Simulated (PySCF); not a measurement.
# CH4BF2OP: NMR shifts and electronic excitations at several levels of theory, part 2 of 2

PySCF 2.14.0. Atoms count from 0.

## 9. Shielding tensors: PBE0/IGLO-III

The job: settings as JSON, then the geometry in Å.

```
{"job": {"kind": "nmr", "xc": "PBE0", "basis": "IGLO-III", "pop": true}, "charge": 0, "multiplicity": 1}
F     -2.534879    -0.518845     0.529530
C     -1.360272     0.033601     0.841407
F     -1.221661     1.139831     0.091132
O     -0.378844    -0.875944     0.598923
B      0.688183    -0.839296    -0.250413
P      1.189843     0.558133    -1.453698
H     -1.360159     0.320502     1.905981
H      1.306081    -1.876317    -0.298876
H      1.128316     1.702277    -0.614764
H      2.592607     0.335707    -1.366290
```

Level: GIAO PBE0/IGLO-III NMR shielding, non-relativistic, gas phase.

Log:

```text
coarse grid: 9536 points
cycle   1  E = -681.2045339063  dE =  7.815e-01  |g| = 8.814e-01  |ddm| = 2.209e+00
cycle   2  E = -681.0823919224  dE =  1.221e-01  |g| = 1.268e+00  |ddm| = 7.871e-01
cycle   3  E = -681.3269367375  dE = -2.445e-01  |g| = 6.172e-02  |ddm| = 4.502e-01
cycle   4  E = -681.3271788164  dE = -2.421e-04  |g| = 5.355e-02  |ddm| = 5.739e-02
cycle   5  E = -681.3276813802  dE = -5.026e-04  |g| = 8.947e-03  |ddm| = 2.388e-02
cycle   6  E = -681.3276922455  dE = -1.087e-05  |g| = 3.195e-03  |ddm| = 6.057e-03
cycle   7  E = -681.3276939022  dE = -1.657e-06  |g| = 2.926e-04  |ddm| = 1.857e-03
final grid: 90248 points
cycle   8  E = -681.3389067955  dE = -9.775e-05  |g| = 7.397e-03  |ddm| = 4.523e-02
cycle   9  E = -681.3389025517  dE =  4.244e-06  |g| = 8.808e-03  |ddm| = 7.156e-03
cycle  10  E = -681.3389150605  dE = -1.251e-05  |g| = 1.081e-03  |ddm| = 3.794e-03
cycle  11  E = -681.3389152161  dE = -1.556e-07  |g| = 3.670e-04  |ddm| = 6.748e-04
cycle  12  E = -681.3389152401  dE = -2.402e-08  |g| = 1.602e-04  |ddm| = 2.764e-04
cycle  13  E = -681.3389152443  dE = -4.124e-09  |g| = 2.805e-05  |ddm| = 6.926e-05
cycle  14  E = -681.3389152444  dE = -1.467e-10  |g| = 4.495e-06  |ddm| = 1.959e-05
converged SCF energy = -681.3389152444

GIAO shielding tensors (ppm)
atom      isotropic    diamagn.    paramagn.     s11        s22        s33       span
  0 F      259.429     459.264    -199.835    171.955    270.213    336.120    164.165
  1 C       60.939     248.478    -187.539     42.030     64.997     75.791     33.761
  2 F      270.020     470.068    -200.048    195.494    290.471    324.095    128.601
  3 O       76.693     378.081    -301.387    -61.651     56.677    235.055    296.706
  4 B       40.520     192.245    -151.725    -41.509     59.443    103.625    145.135
  5 P      523.945     970.230    -446.285    458.009    514.366    599.458    141.449
  6 H       24.587      27.574      -2.988     22.229     22.672     28.859      6.630
  7 H       25.013      29.040      -4.026     22.075     23.913     29.051      6.976
  8 H       28.394      30.587      -2.193     23.228     28.126     33.827     10.599
  9 H       28.812      29.610      -0.797     24.291     26.473     35.672     11.381
```

Run time: 27 s. Hardware: 1 thread of Arm Neoverse V2, shared host; peak memory 1.1 GiB.

In short: δ C1 122.8, F0 -90.1, O3 250.5, B4 59.4, H6 6.79, H7 6.36 ppm (means over like atoms).

## 10. NMR shieldings: PBE0/pcSseg-0

The job, as its differences from that of step 9:

```diff
@@ -1,2 +1,2 @@
-{"job": {"kind": "nmr", "xc": "PBE0", "basis": "IGLO-III", "pop": true}, "charge": 0, "multiplicity": 1}
+{"job": {"kind": "nmr", "xc": "PBE0", "basis": "pcSseg-0", "pop": true}, "charge": 0, "multiplicity": 1}
 F     -2.534879    -0.518845     0.529530
```

With the program's defaults for keys left out, this is: GIAO PBE0/pcSseg-0 NMR shielding, non-relativistic, gas phase.

Log:

```text
coarse grid: 9536 points
cycle   1  E = -679.8856259731  dE =  7.901e-01  |g| = 7.759e-01  |ddm| = 3.033e+00
cycle   2  E = -679.8041636093  dE =  8.146e-02  |g| = 1.093e+00  |ddm| = 1.421e+00
cycle   3  E = -680.0081873464  dE = -2.040e-01  |g| = 4.144e-02  |ddm| = 7.633e-01
cycle   4  E = -680.0083898037  dE = -2.025e-04  |g| = 3.599e-02  |ddm| = 8.538e-02
cycle   5  E = -680.0086443571  dE = -2.546e-04  |g| = 7.008e-03  |ddm| = 3.775e-02
cycle   6  E = -680.0086525662  dE = -8.209e-06  |g| = 1.174e-03  |ddm| = 7.046e-03
final grid: 90248 points
cycle   7  E = -679.9782365740  dE = -1.445e-05  |g| = 4.369e-03  |ddm| = 2.019e-02
cycle   8  E = -679.9782364785  dE =  9.548e-08  |g| = 4.469e-03  |ddm| = 1.014e-02
cycle   9  E = -679.9782410765  dE = -4.598e-06  |g| = 6.528e-04  |ddm| = 5.281e-03
cycle  10  E = -679.9782411531  dE = -7.662e-08  |g| = 9.758e-05  |ddm| = 6.360e-04
cycle  11  E = -679.9782411554  dE = -2.271e-09  |g| = 5.012e-05  |ddm| = 2.118e-04
cycle  12  E = -679.9782411560  dE = -6.273e-10  |g| = 6.449e-06  |ddm| = 5.882e-05
converged SCF energy = -679.9782411560

GIAO shielding tensors (ppm)
atom      isotropic    diamagn.    paramagn.     s11        s22        s33       span
  0 F      270.116     470.444    -200.329    189.310    295.429    325.608    136.298
  1 C       61.630     234.168    -172.538     40.382     65.088     79.418     39.036
  2 F      291.341     477.142    -185.802    219.467    319.543    335.012    115.546
  3 O       83.327     407.300    -323.973    -77.488     71.308    256.161    333.649
  4 B       44.803     193.180    -148.377    -40.685     63.837    111.258    151.943
  5 P      571.564     965.487    -393.924    505.278    556.183    653.230    147.951
  6 H       25.500      25.410       0.090     22.467     22.887     31.147      8.680
  7 H       25.537      29.081      -3.543     23.535     24.106     28.971      5.437
  8 H       30.088      30.049       0.039     24.547     29.249     36.469     11.922
  9 H       30.420      30.480      -0.059     25.616     27.755     37.890     12.274
```

Wall time 4.4 s (1 thread of Arm Neoverse V2, shared host); peak memory 0.55 GiB.

In short: δ C1 131.9, F0 -102.4, O3 254.5, B4 60.1, H6 7.33, H7 7.29 ppm (means over like atoms).

## 11. TDDFT and polarisability: HF/def2-SVPD

The job, as its differences from that of step 10:

```diff
@@ -1,2 +1,2 @@
-{"job": {"kind": "nmr", "xc": "PBE0", "basis": "pcSseg-0", "pop": true}, "charge": 0, "multiplicity": 1}
+{"job": {"kind": "uv", "xc": "HF", "basis": "def2-SVPD", "ip": true}, "charge": 0, "multiplicity": 1}
 F     -2.534879    -0.518845     0.529530
```

Level: TDDFT HF/def2-SVPD, vertical, gas phase, core orbitals frozen in the response.

Log:

```text
final grid: 90248 points
cycle   1  E = -678.8829463350  dE =  9.505e-01  |g| = 8.423e-01  |ddm| = 3.514e+00
cycle   2  E = -679.0116727236  dE = -1.287e-01  |g| = 4.470e-01  |ddm| = 1.242e+00
cycle   3  E = -679.0465824536  dE = -3.491e-02  |g| = 6.673e-02  |ddm| = 5.414e-01
cycle   4  E = -679.0483817526  dE = -1.799e-03  |g| = 1.953e-02  |ddm| = 1.635e-01
cycle   5  E = -679.0485512496  dE = -1.695e-04  |g| = 4.536e-03  |ddm| = 4.263e-02
cycle   6  E = -679.0485694424  dE = -1.819e-05  |g| = 1.321e-03  |ddm| = 1.598e-02
cycle   7  E = -679.0485710294  dE = -1.587e-06  |g| = 4.766e-04  |ddm| = 4.162e-03
cycle   8  E = -679.0485712150  dE = -1.856e-07  |g| = 1.733e-04  |ddm| = 1.374e-03
cycle   9  E = -679.0485712392  dE = -2.412e-08  |g| = 5.617e-05  |ddm| = 5.027e-04
cycle  10  E = -679.0485712422  dE = -3.027e-09  |g| = 1.917e-05  |ddm| = 1.780e-04
cycle  11  E = -679.0485712426  dE = -4.070e-10  |g| = 6.041e-06  |ddm| = 6.805e-05
converged SCF energy = -679.0485712426

Static polarisability (au): isotropic 55.553, principal 47.526 55.396 63.738

Singlet excitations
state   eV       nm        f      main configurations
  1   6.1221    202.5   0.06080   H->L+1 0.68, H-1->L+1 0.15
  2   7.3103    169.6   0.04616   H->L+6 0.34, H->L+4 0.19, H->L 0.09
  3   7.4388    166.7   0.10409   H->L 0.51, H->L+3 0.20, H-1->L+1 0.10
  4   7.9512    155.9   0.12972   H-1->L+1 0.49, H->L+1 0.14, H->L+6 0.12
  5   8.2315    150.6   0.16129   H->L+5 0.41, H->L+6 0.13, H->L+3 0.10
  6   8.9041    139.2   0.05954   H->L+3 0.30, H->L 0.19, H->L+7 0.12
  7   9.4763    130.8   0.01350   H->L+2 0.34, H->L+7 0.33
  8   9.7942    126.6   0.09959   H-1->L 0.41, H->L+8 0.10
  9   9.8868    125.4   0.00775   H->L+2 0.17, H->L+12 0.15, H-1->L 0.15
 10  10.0048    123.9   0.01375   H-2->L+1 0.27, H->L+8 0.11, H->L+2 0.09

Triplet excitations (Tamm-Dancoff, eV): 4.7824 5.8084 6.3762 7.0155
Vertical ionisation energy (delta-SCF) = 8.8118 eV
```

Run time: 9.7 s. Hardware: 1 thread of Arm Neoverse V2, shared host; peak memory 0.76 GiB.

The orbitals next to the gap, with their largest atomic shares:

| orbital | eV | atoms |
| --- | --- | --- |
| HOMO−3 | -15.14 | O3 46 %, C1 14 %, H6 11 % |
| HOMO−2 | -14.04 | P5 41 %, H9 26 %, H8 14 % |
| HOMO−1 | -12.57 | P5 33 %, B4 26 %, O3 12 % |
| HOMO | -10.06 | P5 66 %, B4 15 %, H9 7 % |
| LUMO | 1.89 | B4 67 %, O3 7 %, H7 5 % |
| LUMO+1 | 2.34 | B4 36 %, P5 22 %, O3 19 % |
| LUMO+2 | 3.00 | C1 28 %, H6 20 %, F2 11 % |

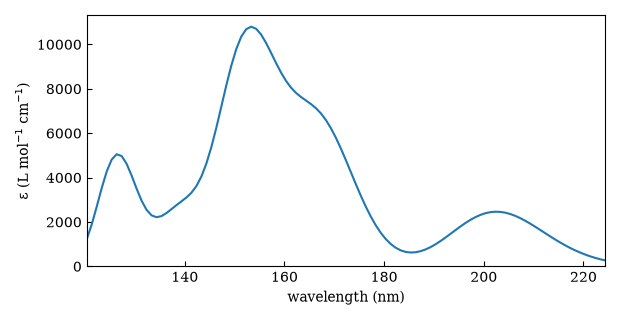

Absorption spectrum: each of the 10 states is a Gaussian band of 0.4 eV half-width at 1/e. Beyond the last state computed it falls off for lack of states.

Further results of this job:

| property | computed |
| --- | --- |
| dipole moment (D) | 2.21 |
| polarisability (Å³) | 8.23 |
| HOMO–LUMO gap (eV) | 11.95 |
| −ε(HOMO) (eV) | 10.06 |

## 12. Side by side: NMR shifts

Shifts (ppm) of some atoms, chosen among heavy atoms and hydrogens apart, means over like atoms, with basis size and wall time:

```csv
run,C1,H6,H7,F0,O3,B4,P5,functions,time
PBE0/6-31G*,114.0,6.59,6.39,-90.6,218.4,53.3,-176.1,96,7.3 s
"PBE0/6-311+G(2d,p)",118.6,6.75,6.40,-92.3,243.9,55.6,-220.2,194,18 s
PBE0/def2-SVP,114.9,6.11,6.18,-75.5,237.4,55.3,-193.0,108,7.4 s
PBE0/def2-TZVP,121.6,6.65,6.41,-88.1,252.4,56.7,-223.2,216,21 s
PBE0/cc-pVDZ,114.8,6.35,6.25,-83.8,243.6,55.5,-184.6,108,8.3 s
PBE0/cc-pVTZ,120.7,6.60,6.26,-86.7,251.5,55.6,-214.4,240,26 s
PBE0/aug-cc-pVDZ,115.7,6.84,6.57,-85.4,235.1,54.3,-207.0,178,17 s
PBE0/IGLO-III,122.8,6.79,6.36,-90.1,250.5,59.4,-217.2,259,27 s
PBE0/pcSseg-0,131.9,7.33,7.29,-102.4,254.5,60.1,-290.2,66,4.4 s
```

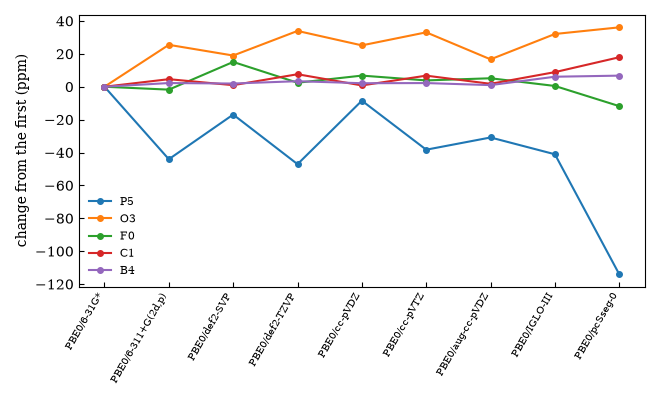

How five of the tabulated atoms move from run to run.

## 13. Summary of results

This closing draws on all 2 parts.

```
                                                               quantity                        value
                                   13C shifts against TMS (PBE0/6-31G*)                    114.0 ppm
   1H shifts against TMS (PBE0/6-31G*, means over atoms taken as alike)         6.59, 6.39, 2.70 ppm
19F shifts against CFCl3 (PBE0/6-31G*, means over atoms taken as alike)                    -90.6 ppm
                                   17O shifts against H2O (PBE0/6-31G*)                    218.4 ppm
                              11B shifts against BF3·OEt2 (PBE0/6-31G*)                     53.3 ppm
                                 31P shifts against H3PO4 (PBE0/6-31G*)                   -176.1 ppm
                                          lowest singlet (HF/def2-SVPD)  6.12 eV (203 nm), f = 0.061
                               brightest single state of those computed  state 5, 8.23 eV, f = 0.161
                                                         lowest triplet                      4.78 eV
                                      vertical ionisation energy (ΔSCF)                      8.81 eV
                                               range of the shift of P5         -290.2 to -176.1 ppm
```

What this shows: Single values in the summary come from the first sound run of each kind (PBE0/6-31G*; HF/def2-SVPD), which need not be the best level. At PBE0/6-31G*: Shielding is most anisotropic at O3 (span 285 ppm, paramagnetic term -285 ppm). The lowest singlet, at 6.12 eV, is HOMO→LUMO+1 0.68, HOMO−1→LUMO+1 0.15 and is bright; of the 10 states computed, the strongest absorption comes from state 5 at 8.23 eV. The lowest triplet lies 1.34 eV below the lowest singlet (triplets in Tamm-Dancoff, singlets in full TDDFT). At HF/def2-SVPD, the highest states lie near or above the ionisation energy, where they hang on the basis. ΔSCF puts the ionisation energy at 8.81 eV, 1.25 eV below −ε(HOMO). In ppm, P5 moves most: its shift spreads over 114.0 ppm, from -290.2 (PBE0/pcSseg-0) to -176.1 (PBE0/6-31G*). Most of that comes from the computed reference, not from the atom's own shielding.
